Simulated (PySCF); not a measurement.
## Geometry relaxation, with input and output: C₃H₄Si (part 2 of 4)

The same run, continued: C₃H₄Si, multiplicity 3; HF/6-31G*, UHF (PySCF 2.14.0). The geometry comes from this level: GFN2-xTB.

Geometry of the input (Å):
```
C  0.0789  1.4717  -2.2565
C  0.0534  0.7868  -1.2116
C  0.0292  0.0838  -0.1393
Si -0.0482  -0.9041  1.3859
H  0.0919  2.0482  -3.1317
H  -0.7742  -0.1424  2.4095
H  1.3193  -1.1822  1.8410
H  -0.7503  -2.1619  1.1026
```

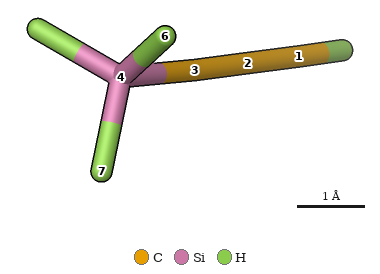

**Figure 1.** The starting structure (stick view, seen at a tilt; atoms are numbered from 1 in the order of the input).

Output, continued
```
Geometry optimization cycle 9
Cartesian coordinates (Angstrom)
 Atom        New coordinates             dX        dY        dZ
   C   0.109008   1.483992  -2.288260    0.001246 -0.001171  0.001193
   C   0.044093   0.795707  -1.220415    0.002315 -0.000783 -0.000109
   C  -0.007729   0.092842  -0.137189    0.002130 -0.000958  0.000330
  Si  -0.051901  -0.906810   1.391610   -0.000036  0.000498 -0.000747
   H   0.098587   2.070549  -3.168417   -0.003964 -0.000395  0.002675
   H  -0.769403  -0.170218   2.446580   -0.000373  0.001448 -0.002282
   H   1.322429  -1.185353   1.843400   -0.000942  0.000048  0.000218
   H  -0.745085  -2.180720   1.132702   -0.000376  0.001312 -0.001277
converged SCF energy = -404.7308780425  <S^2> = 2.3808469  2S+1 = 3.2439771
--------------- DFUHF_Scanner gradients ---------------
         x                y                z
0 C    -0.0005356877     0.0004304199    -0.0004128755
1 C     0.0002749732    -0.0006341210     0.0008600970
2 C    -0.0001237275     0.0003161694    -0.0004397143
3 Si     0.0000653440    -0.0000602265     0.0000637999
4 H     0.0003174363    -0.0001090369     0.0000154329
5 H     0.0000200235    -0.0000102723    -0.0000444360
6 H    -0.0000364219     0.0000212455    -0.0000317204
7 H     0.0000180600     0.0000458218    -0.0000105837
----------------------------------------------
cycle 9: E = -404.730878043  dE = -8.60344e-06  norm(grad) = 0.00151706
Step    8 : Displace = 2.540e-03/4.794e-03 (rms/max) Trust = 3.000e-01 (=) Grad = 5.364e-04/1.103e-03 (rms/max) E (change) = -404.7308780425 (-8.603e-06) Quality = 1.362
Hessian Eigenvalues: 5.00000e-02 5.00000e-02 5.00000e-02 ... 4.17956e-01 6.18639e-01 7.93931e-01

Geometry optimization cycle 10
Cartesian coordinates (Angstrom)
 Atom        New coordinates             dX        dY        dZ
   C   0.111551   1.483172  -2.288204    0.002543 -0.000820  0.000056
   C   0.047577   0.795139  -1.221458    0.003484 -0.000569 -0.001043
   C  -0.004247   0.091866  -0.137471    0.003482 -0.000976 -0.000282
  Si  -0.051916  -0.906583   1.391270   -0.000015  0.000227 -0.000340
   H   0.092022   2.071649  -3.166737   -0.006565  0.001100  0.001680
   H  -0.770300  -0.168753   2.444805   -0.000897  0.001465 -0.001775
   H   1.321308  -1.186507   1.845649   -0.001122 -0.001153  0.002249
   H  -0.745994  -2.179993   1.132158   -0.000909  0.000727 -0.000544
converged SCF energy = -404.730883900388  <S^2> = 2.3804186  2S+1 = 3.243713
--------------- DFUHF_Scanner gradients ---------------
         x                y                z
0 C    -0.0006930734    -0.0000676944     0.0004190355
1 C     0.0005389016     0.0002242061    -0.0005785183
2 C    -0.0002248396    -0.0001212319     0.0002785753
3 Si     0.0000531377     0.0001012152    -0.0001732784
4 H     0.0003178883    -0.0001772147     0.0001210060
5 H     0.0000226126    -0.0000147024    -0.0000394588
6 H    -0.0000360608     0.0000147495    -0.0000242767
7 H     0.0000214336     0.0000406727    -0.0000030846
----------------------------------------------
cycle 10: E = -404.7308839  dE = -5.85789e-06  norm(grad) = 0.00129439
Step    9 : Displace = 3.474e-03/6.859e-03 (rms/max) Trust = 3.000e-01 (=) Grad = 4.576e-04/8.218e-04 (rms/max) E (change) = -404.7308839004 (-5.858e-06) Quality = 1.499
Hessian Eigenvalues: 2.85239e-02 5.00000e-02 5.00000e-02 ... 4.14248e-01 7.09146e-01 1.05574e+00

Geometry optimization cycle 11
Cartesian coordinates (Angstrom)
 Atom        New coordinates             dX        dY        dZ
   C   0.117543   1.481747  -2.288839    0.005992 -0.001425 -0.000634
   C   0.053707   0.794088  -1.223122    0.006130 -0.001050 -0.001664
   C   0.002417   0.090212  -0.138212    0.006664 -0.001654 -0.000741
  Si  -0.051932  -0.906413   1.391019   -0.000016  0.000170 -0.000251
   H   0.078892   2.074137  -3.164017   -0.013130  0.002488  0.002720
   H  -0.772027  -0.166161   2.441690   -0.001727  0.002591 -0.003115
   H   1.319164  -1.188876   1.850193   -0.002143 -0.002369  0.004545
   H  -0.747765  -2.178744   1.131298   -0.001770  0.001249 -0.000860
converged SCF energy = -404.730893620011  <S^2> = 2.3804424  2S+1 = 3.2437278
--------------- DFUHF_Scanner gradients ---------------
         x                y                z
0 C    -0.0009632271    -0.0006196330     0.0013872914
1 C     0.0009415219     0.0012603644    -0.0023600513
2 C    -0.0003795839    -0.0006580718     0.0011766494
3 Si     0.0000426093     0.0002190576    -0.0003445059
4 H     0.0003489649    -0.0002190906     0.0001743806
5 H     0.0000285483    -0.0000267291    -0.0000355431
6 H    -0.0000472274     0.0000041839    -0.0000105721
7 H     0.0000283940     0.0000399186     0.0000123510
----------------------------------------------
cycle 11: E = -404.73089362  dE = -9.71962e-06  norm(grad) = 0.00369042
Step   10 : Displace = 6.794e-03/1.363e-02 (rms/max) Trust = 3.000e-01 (=) Grad = 1.305e-03/2.836e-03 (rms/max) E (change) = -404.7308936200 (-9.720e-06) Quality = 1.694
Hessian Eigenvalues: 5.45383e-03 5.00000e-02 5.00000e-02 ... 4.11675e-01 7.47844e-01 1.61226e+00

Geometry optimization cycle 12
Cartesian coordinates (Angstrom)
 Atom        New coordinates             dX        dY        dZ
   C   0.147723   1.475071  -2.292750    0.030180 -0.006675 -0.003912
   C   0.080138   0.789413  -1.229778    0.026431 -0.004675 -0.006656
   C   0.032495   0.083276  -0.142041    0.030078 -0.006937 -0.003829
  Si  -0.052042  -0.905370   1.389487   -0.000110  0.001044 -0.001532
   H   0.017772   2.083109  -3.147948   -0.061120  0.008972  0.016069
   H  -0.779740  -0.153977   2.426994   -0.007713  0.012185 -0.014696
   H   1.309455  -1.198867   1.869695   -0.009709 -0.009991  0.019502
   H  -0.755801  -2.172666   1.126351   -0.008037  0.006078 -0.004947
converged SCF energy = -404.730930350177  <S^2> = 2.3828114  2S+1 = 3.2451881
--------------- DFUHF_Scanner gradients ---------------
         x                y                z
0 C    -0.0019874019    -0.0029994686     0.0054819568
1 C     0.0024888941     0.0054911145    -0.0095742356
2 C    -0.0009900067    -0.0026533576     0.0045283906
3 Si     0.0000267209     0.0006390182    -0.0009619238
4 H     0.0004483585    -0.0004136407     0.0004399194
5 H     0.0000407392    -0.0000532019    -0.0000135109
6 H    -0.0000713596    -0.0000364644     0.0000455664
7 H     0.0000440555     0.0000260005     0.0000538372
----------------------------------------------
cycle 12: E = -404.73093035  dE = -3.67302e-05  norm(grad) = 0.0141935
Step   11 : Displace = 3.143e-02/6.378e-02 (rms/max) Trust = 3.000e-01 (=) Grad = 5.018e-03/1.131e-02 (rms/max) E (change) = -404.7309303502 (-3.673e-05) Quality = 1.391
Hessian Eigenvalues: 3.01409e-03 5.00000e-02 5.00000e-02 ... 4.11137e-01 7.49923e-01 2.41550e+00

Geometry optimization cycle 13
Cartesian coordinates (Angstrom)
 Atom        New coordinates             dX        dY        dZ
   C   0.182446   1.468355  -2.298590    0.034723 -0.006716 -0.005840
   C   0.106400   0.784863  -1.236215    0.026262 -0.004550 -0.006437
   C   0.064135   0.076711  -0.146855    0.031641 -0.006564 -0.004814
  Si  -0.052197  -0.903647   1.386912   -0.000155  0.001723 -0.002575
   H  -0.048078   2.087947  -3.123890   -0.065851  0.004837  0.024058
   H  -0.787547  -0.140502   2.410371   -0.007807  0.013475 -0.016623
   H   1.298991  -1.208230   1.888557   -0.010464 -0.009363  0.018861
   H  -0.764151  -2.165508   1.119721   -0.008349  0.007158 -0.006630
converged SCF energy = -404.730969680847  <S^2> = 2.3896319  2S+1 = 3.2493888
--------------- DFUHF_Scanner gradients ---------------
         x                y                z
0 C    -0.0025755302    -0.0055797984     0.0096587087
1 C     0.0036692283     0.0100012993    -0.0170128406
2 C    -0.0015056739    -0.0046478980     0.0078223314
3 Si     0.0000417344     0.0010177009    -0.0015289669
4 H     0.0003583384    -0.0006505591     0.0008544748
5 H     0.0000525866    -0.0000779727     0.0000115982
6 H    -0.0000981354    -0.0000754960     0.0001041740
7 H     0.0000574519     0.0000127239     0.0000905205
----------------------------------------------
cycle 13: E = -404.730969681  dE = -3.93307e-05  norm(grad) = 0.0249749
Step   12 : Displace = 3.408e-02/7.016e-02 (rms/max) Trust = 3.000e-01 (=) Grad = 8.830e-03/2.007e-02 (rms/max) E (change) = -404.7309696808 (-3.933e-05) Quality = 1.183
Hessian Eigenvalues: 4.38671e-03 5.00000e-02 5.00000e-02 ... 4.10594e-01 7.49864e-01 1.90816e+00

Geometry optimization cycle 14
Cartesian coordinates (Angstrom)
 Atom        New coordinates             dX        dY        dZ
   C   0.212114   1.463950  -2.305365    0.029668 -0.004406 -0.006775
   C   0.122888   0.781726  -1.239299    0.016488 -0.003138 -0.003084
   C   0.087318   0.072760  -0.151167    0.023183 -0.003951 -0.004312
  Si  -0.052408  -0.902180   1.384682   -0.000211  0.001467 -0.002230
   H  -0.097994   2.088321  -3.101545   -0.049916  0.000374  0.022345
   H  -0.793123  -0.130382   2.397760   -0.005577  0.010120 -0.012611
   H   1.291437  -1.214228   1.900966   -0.007554 -0.005998  0.012409
   H  -0.770231  -2.159977   1.113977   -0.006081  0.005532 -0.005743
converged SCF energy = -404.7311117193  <S^2> = 2.3995934  2S+1 = 3.2555144
--------------- DFUHF_Scanner gradients ---------------
         x                y                z
0 C    -0.0024735311    -0.0064323443     0.0108968177
1 C     0.0038943967     0.0118099715    -0.0198747725
2 C    -0.0016018601    -0.0055890801     0.0093042247
3 Si     0.0000398112     0.0010885824    -0.0016317265
4 H     0.0001394922    -0.0006873337     0.0010178077
5 H     0.0000447883    -0.0000772314     0.0000458270
6 H    -0.0000928569    -0.0000948874     0.0001369626
7 H     0.0000497599    -0.0000176770     0.0001048595
----------------------------------------------
cycle 14: E = -404.731111719  dE = -0.000142038  norm(grad) = 0.0290119
Step   13 : Displace = 2.609e-02/5.453e-02 (rms/max) Trust = 3.000e-01 (=) Grad = 1.026e-02/2.344e-02 (rms/max) E (change) = -404.7311117193 (-1.420e-04) Quality = 1.782
Hessian Eigenvalues: 4.27783e-03 5.00000e-02 5.00000e-02 ... 4.06236e-01 6.58757e-01 7.60789e-01

Geometry optimization cycle 15
Cartesian coordinates (Angstrom)
 Atom        New coordinates             dX        dY        dZ
   C   0.355309   1.450732  -2.348057    0.143195 -0.013218 -0.042692
   C   0.171491   0.774805  -1.247704    0.048603 -0.006921 -0.008405
   C   0.181244   0.066496  -0.179906    0.093926 -0.006264 -0.028739
  Si  -0.053448  -0.889770   1.365566   -0.001041  0.012410 -0.019117
   H  -0.308504   2.039693  -2.938044   -0.210509 -0.048628  0.163501
   H  -0.813944  -0.083067   2.336125   -0.020821  0.047315 -0.061635
   H   1.261709  -1.228342   1.934910   -0.029729 -0.014114  0.033943
   H  -0.793857  -2.130558   1.077120   -0.023625  0.029419 -0.036858
converged SCF energy = -404.729015593156  <S^2> = 2.4421348  2S+1 = 3.2815452
--------------- DFUHF_Scanner gradients ---------------
         x                y                z
0 C     0.0133525981    -0.0061899385     0.0034098916
1 C    -0.0073849003     0.0134234926    -0.0171616767
2 C     0.0011217471    -0.0039879380     0.0056427764
3 Si    -0.0002699849     0.0003032030    -0.0003370867
4 H    -0.0067063639    -0.0032862306     0.0079919852
5 H    -0.0000896593     0.0000484293     0.0002280938
6 H     0.0000567842    -0.0000930815     0.0001605881
7 H    -0.0000802211    -0.0002179363     0.0000654282
----------------------------------------------
cycle 15: E = -404.729015593  dE = 0.00209613  norm(grad) = 0.0304396
Step   14 : Displace = 1.225e-01/2.690e-01 (rms/max) Trust = 3.000e-01 (=) Grad = 1.076e-02/2.301e-02 (rms/max) E (change) = -404.7290155932 (+2.096e-03) Quality = -2.870
Rejecting step - quality is lower than -1.0
Hessian Eigenvalues: 4.27783e-03 5.00000e-02 5.00000e-02 ... 4.06236e-01 6.58757e-01 7.60789e-01

Geometry optimization cycle 16
Cartesian coordinates (Angstrom)
 Atom        New coordinates             dX        dY        dZ
   C   0.293224   1.456146  -2.329338   -0.062085  0.005414  0.018718
   C   0.143813   0.776732  -1.238724   -0.027678  0.001927  0.008980
   C   0.134721   0.069357  -0.164574   -0.046522  0.002861  0.015331
  Si  -0.053294  -0.898019   1.378295    0.000154 -0.008249  0.012729
   H  -0.208597   2.074390  -3.033896    0.099907  0.034696 -0.095852
   H  -0.804355  -0.108478   2.370106    0.009589 -0.025411  0.033981
   H   1.277154  -1.222915   1.920115    0.015445  0.005427 -0.014795
   H  -0.782667  -2.147224   1.098026    0.011190 -0.016666  0.020907
converged SCF energy = -404.731475224066  <S^2> = 2.4280842  2S+1 = 3.2729706
--------------- DFUHF_Scanner gradients ---------------
         x                y                z
0 C     0.0026523959    -0.0040248261     0.0049186786
1 C    -0.0000959092     0.0082866890    -0.0126555472
2 C    -0.0001986811    -0.0037627048     0.0058708561
3 Si    -0.0001745265     0.0002476949    -0.0002869202
4 H    -0.0021175975    -0.0004947959     0.0017381468
5 H    -0.0000631137     0.0000236994     0.0001946752
6 H     0.0000552356    -0.0000922558     0.0001520616
7 H    -0.0000578035    -0.0001835008     0.0000680490
----------------------------------------------
cycle 16: E = -404.731475224  dE = -0.00245963  norm(grad) = 0.0182476
Step   15 : Displace = 6.100e-02/1.296e-01 (rms/max) Trust = 6.126e-02 (x) Grad = 6.452e-03/1.513e-02 (rms/max) E (change) = -404.7314752241 (-3.635e-04) Quality = 0.571
Hessian Eigenvalues: 2.45165e-02 5.00000e-02 5.00000e-02 ... 3.74627e-01 4.32705e-01 7.58011e-01

Geometry optimization cycle 17
Cartesian coordinates (Angstrom)
 Atom        New coordinates             dX        dY        dZ
   C   0.241888   1.465790  -2.319667   -0.051336  0.009644  0.009672
   C   0.091241   0.782657  -1.219520   -0.052572  0.005925  0.019203
   C   0.077414   0.079904  -0.152500   -0.057307  0.010546  0.012074
  Si  -0.053356  -0.905667   1.389868   -0.000062 -0.007649  0.011574
   H  -0.094608   2.089765  -3.113846    0.113988  0.015376 -0.079950
   H  -0.791724  -0.137358   2.407680    0.012631 -0.028880  0.037575
   H   1.297608  -1.210441   1.891854    0.020454  0.012474 -0.028261
   H  -0.768462  -2.164659   1.116141    0.014204 -0.017436  0.018114
converged SCF energy = -404.731523756589  <S^2> = 2.4148835  2S+1 = 3.2648942
--------------- DFUHF_Scanner gradients ---------------
         x                y                z
0 C    -0.0010526122     0.0050184292    -0.0071644582
1 C     0.0000760596    -0.0078997280     0.0120153312
2 C     0.0003680132     0.0025002731    -0.0039282710
3 Si    -0.0002266932    -0.0011706043     0.0018153101
4 H     0.0008881835     0.0016517172    -0.0029061799
5 H    -0.0001283308     0.0001234294     0.0001770373
6 H     0.0002045760    -0.0000047924     0.0000204308
7 H    -0.0001291961    -0.0002187243    -0.0000292004
----------------------------------------------
cycle 17: E = -404.731523757  dE = -4.85325e-05  norm(grad) = 0.0179742
Step   16 : Displace = 6.515e-02/1.392e-01 (rms/max) Trust = 6.126e-02 (=) Grad = 6.355e-03/1.438e-02 (rms/max) E (change) = -404.7315237566 (-4.853e-05) Quality = 0.076
Hessian Eigenvalues: 2.69763e-02 5.00000e-02 5.00000e-02 ... 4.09797e-01 4.97217e-01 7.64577e-01

Geometry optimization cycle 18
Cartesian coordinates (Angstrom)
 Atom        New coordinates             dX        dY        dZ
   C   0.257160   1.459906  -2.318406    0.015271 -0.005883  0.001260
   C   0.109424   0.780364  -1.226462    0.018183 -0.002293 -0.006942
   C   0.095025   0.076034  -0.155783    0.017611 -0.003870 -0.003283
  Si  -0.053087  -0.901857   1.384218    0.000269  0.003811 -0.005650
   H  -0.131121   2.083472  -3.085256   -0.036513 -0.006293  0.028589
   H  -0.795594  -0.126980   2.393439   -0.003870  0.010378 -0.014241
   H   1.290928  -1.213566   1.899608   -0.006680 -0.003125  0.007755
   H  -0.772735  -2.157383   1.108652   -0.004273  0.007277 -0.007489
converged SCF energy = -404.731784686182  <S^2> = 2.4153749  2S+1 = 3.2651952
--------------- DFUHF_Scanner gradients ---------------
         x                y                z
0 C    -0.0008894654     0.0003083582    -0.0000629494
1 C     0.0007314710    -0.0002819278     0.0000585680
2 C    -0.0000384719    -0.0000409037     0.0001014859
3 Si    -0.0001212697    -0.0000647999     0.0001446451
4 H     0.0003126454     0.0000968652    -0.0002752699
5 H    -0.0000227678     0.0000215706     0.0000181489
6 H     0.0000470544    -0.0000150472     0.0000243036
7 H    -0.0000191960    -0.0000241153    -0.0000089321
----------------------------------------------
cycle 18: E = -404.731784686  dE = -0.00026093  norm(grad) = 0.00132277
Step   17 : Displace = 2.177e-02/4.657e-02 (rms/max) Trust = 3.063e-02 (-) Grad = 4.677e-04/9.435e-04 (rms/max) E (change) = -404.7317846862 (-2.609e-04) Quality = 1.116
Hessian Eigenvalues: 2.29598e-02 5.00000e-02 5.00000e-02 ... 4.09055e-01 5.01380e-01 7.57126e-01
```
